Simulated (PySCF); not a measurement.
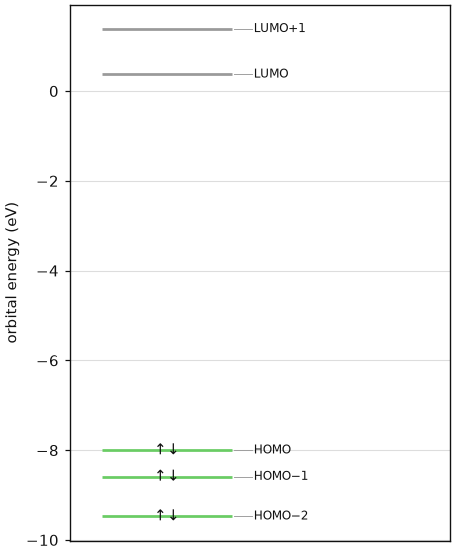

Kohn-Sham orbital energies near the frontier, PBE0/def2-TZVP with PySCF 2.14.0, at a PBE0-D3(BJ)/def2-SVP geometry (no frequency check), isolated molecule; empty levels in grey, levels within 0.03 eV side by side.

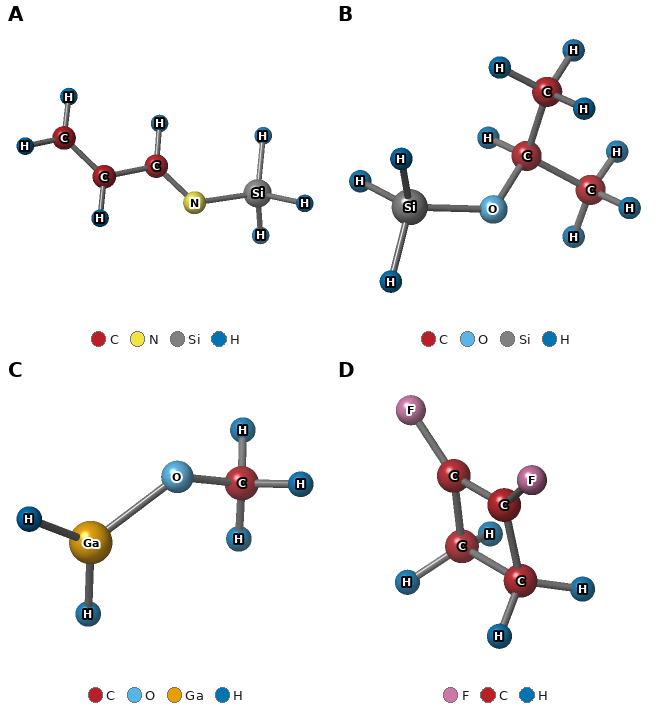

Which molecule has this level scheme? The candidates are drawn in the second picture.

Structure B, C₃H₁₀OSi, SMILES CC(C)O[SiH3]. HOMO −8.00 eV, LUMO 0.37 eV, separation 8.37 eV.

Note: one conformer of a flexible molecule; empty levels above zero depend strongly on the basis.
